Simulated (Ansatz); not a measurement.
# C2F5 (pentafluoroethyl) at U-r2SCAN0/cc-pVDZ

Aim: the vertical ionisation energy of C2F5 (pentafluoroethyl) at U-r2SCAN0/cc-pVDZ, from 2 runs. 

The calculation is run with Ansatz 0.2.0.

33 further runs of the same task are left out: 33 set aside as unsound or not needed.

## (1) The structure to begin with

C2F5 has 7 atoms, charge 0, and is taken as a doublet. As SMILES, `F[C](F)C(F)(F)F`. The shape is that of a PBE0-D4/def2-TZVP optimisation.

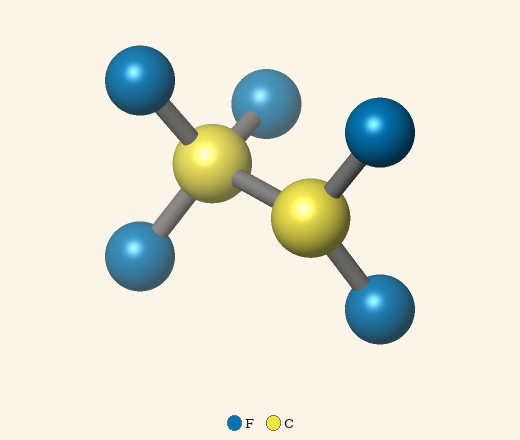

The structure, seen from a chosen angle (fluorine blue, carbon yellow).

## (2) A single-point energy at U-r2SCAN0/cc-pVDZ

File job.yaml:

```yaml
crystal:
  periodic: [false, false, false]
  atoms:
    - {symbol: F, position_ang: [1.561030, -0.846020, 0.512950]}
    - {symbol: C, position_ang: [0.322010, -0.468420, 0.723150]}
    - {symbol: F, position_ang: [-0.464130, -1.481230, 1.002660]}
    - {symbol: C, position_ang: [-0.228340, 0.480800, -0.320510]}
    - {symbol: F, position_ang: [0.577960, 1.527090, -0.444820]}
    - {symbol: F, position_ang: [-1.434800, 0.896110, 0.043240]}
    - {symbol: F, position_ang: [-0.333720, -0.108340, -1.516660]}
basis:
  gaussian:
    orbitals: cc-pVDZ
output: {orbitals: {seedname: orbitals}}
magnetization:
  spin_polarized: true
  initial_magnetization: 1
accuracy: high
hamiltonian:
  xc: {name: r2SCAN0}
```

Launch:

```
$ ansatz run job.yaml --threads 1 --pin off --max-ram 3480MiB --events-out events.jsonl --progress --plain --runs-dir runs
```

The program printed:

```text
Warning: RAYON_NUM_THREADS=1 ignored (pool sized by the plan → 1); use --threads N
Functional definition: r2SCAN0
  name "r2SCAN0"
  parameter a = 0.25
  parameter k0 = 0.174
  parameter k1 = 0.065
  parameter a1 = 4.9479
  exchange = (1 - a)*r2scan_x(k0 = k0, k1 = k1, a1 = a1) + a*exact_x
  correlation = r2scan_c
2170 factors; integrals over basis functions are off by at most 2.4e-9 eV
mean field evaluation 1: about -15645.9835 eV, gradient 2.8e1 eV
mean field evaluation 2: about -15644.6265 eV, gradient 3.6e1 eV
mean field evaluation 4: about -15648.3261 eV, gradient 9.4e-1 eV
mean field evaluation 8: about -15648.6188 eV, gradient 1.1e-1 eV
mean field evaluation 16: about -15648.6189 eV, gradient 1.1e-4 eV
mean field -15648.61893450 eV, -575.0761388279 hartree, gradient 1.8e-8 eV, S^2 0.753955; 0 other end points of the search recorded, 0 dependent functions left out
reference -15648.61893488 eV, -575.0761388419 hartree; 29, 28 occupied and 69, 70 virtual orbitals, 2170 factors
Total energy: -15648.61893488 eV, -575.0761388419 hartree
```

Run time: 19 s. Hardware: 1 thread of Intel Xeon Platinum 8488C (Sapphire Rapids), shared host; peak memory 0.7 GiB.

## (3) The singlet cation, same level

File run.yaml:

```yaml
crystal:
  periodic: [false, false, false]
  atoms:
    - {symbol: F, position_ang: [1.561030, -0.846020, 0.512950]}
    - {symbol: C, position_ang: [0.322010, -0.468420, 0.723150]}
    - {symbol: F, position_ang: [-0.464130, -1.481230, 1.002660]}
    - {symbol: C, position_ang: [-0.228340, 0.480800, -0.320510]}
    - {symbol: F, position_ang: [0.577960, 1.527090, -0.444820]}
    - {symbol: F, position_ang: [-1.434800, 0.896110, 0.043240]}
    - {symbol: F, position_ang: [-0.333720, -0.108340, -1.516660]}
basis:
  gaussian: {orbitals: cc-pVDZ}
total_charge: 1
hamiltonian: {xc: {name: r2SCAN0}}
accuracy: high
output: {orbitals: {seedname: orbitals}}
```

Launch:

```
$ ansatz run run.yaml --threads 1 --pin off --max-ram 3480MiB --events-out events.jsonl --progress --plain --runs-dir runs
```

The program printed:

```text
Warning: RAYON_NUM_THREADS=1 ignored (pool sized by the plan → 1); use --threads N
Functional definition: r2SCAN0
  name "r2SCAN0"
  parameter a = 0.25
  parameter k0 = 0.174
  parameter k1 = 0.065
  parameter a1 = 4.9479
  exchange = (1 - a)*r2scan_x(k0 = k0, k1 = k1, a1 = a1) + a*exact_x
  correlation = r2scan_c
2168 factors; integrals over basis functions are off by at most 2.9e-9 eV
mean field evaluation 1: about -15631.2319 eV, gradient 6.5e1 eV
mean field evaluation 2: about -15617.5993 eV, gradient 1.1e2 eV
mean field evaluation 4: about -15637.5248 eV, gradient 5.2e0 eV
mean field evaluation 8: about -15637.8440 eV, gradient 3.9e-1 eV
mean field evaluation 16: about -15637.8443 eV, gradient 3.3e-4 eV
mean field -15637.84429604 eV, -574.6801781679 hartree, gradient 3.3e-8 eV, S^2 0.000000; 0 other end points of the search recorded, 0 dependent functions left out
reference -15637.84429625 eV, -574.6801781756 hartree; 28, 28 occupied and 70, 70 virtual orbitals, 2168 factors
Total energy: -15637.84429625 eV, -574.6801781756 hartree
```

Run time: 11 s. Hardware: 1 thread of Intel Xeon Platinum 8488C (Sapphire Rapids), shared host; peak memory 0.43 GiB.

## (4) Summary of results

At U-r2SCAN0/cc-pVDZ:

| quantity | value |
| --- | --- |
| doublet C2F5: total energy | -575.07614 Eh |
| doublet C2F5: HOMO energy (highest over α and β) | -7.95 eV |
| doublet C2F5: LUMO energy (lowest over α and β) | -1.84 eV |
| doublet C2F5: ⟨S²⟩ | 0.754 |
| singlet cation: total energy | -574.68018 Eh |
| singlet cation: HOMO energy | -18.75 eV |
| singlet cation: LUMO energy | -13.25 eV |
| singlet cation: HOMO–LUMO gap | 5.49 eV |
| vertical ionisation energy (to the singlet cation) | 10.775 eV |

**Reading.** Removing an electron at fixed nuclei costs 10.77 eV (1040 kJ/mol). Only the singlet of the ionised species was computed; a triplet could lie lower.
